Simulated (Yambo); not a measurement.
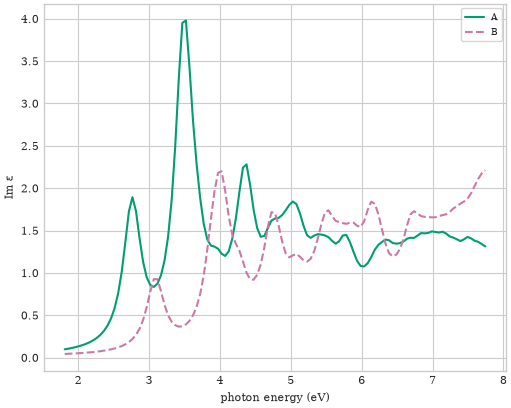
Two computed absorption spectra of BeZn₃O₄ (space group I-42m, No. 121) (Yambo, PBEsol bands with the same scissor, field along x)

Axes are Cartesian, with cell vectors (Å) (-2.21, 2.21, 4.40), (2.21, -2.21, 4.40), (2.21, 2.21, -4.40).

Question: Which curve includes the electron-hole attraction (BSE)?

Answer: Curve A: the attraction moves weight to lower energy (centre of the plotted range 5.0 eV against 5.6 eV). Settings: 6×6×6 mesh, 18 valence and 2 conduction bands, static screening with 75 bands and a 3 Ry block, scissor 1.60 eV, Tamm-Dancoff. The scissor comes from a G0W0 run whose convergence isn't established. Broadening 0.15 eV. The band window holds all transitions up to 7.7 eV. On this mesh the peak heights and the fine structure are mesh artefacts; only the shift of weight is robust.

Geometry of the Materials Project entry, not relaxed at this level; primitive cell a = b = c = 5.397 Å, α = β = 131.56°, γ = 70.92°.

The structure is a Materials Project entry; no match was found in the copy of COD used, and its stability was not checked.

With a shallow 3d shell G0W0 needs far more bands and larger blocks than here, so the scissor is uncertain by tenths of an eV or more.
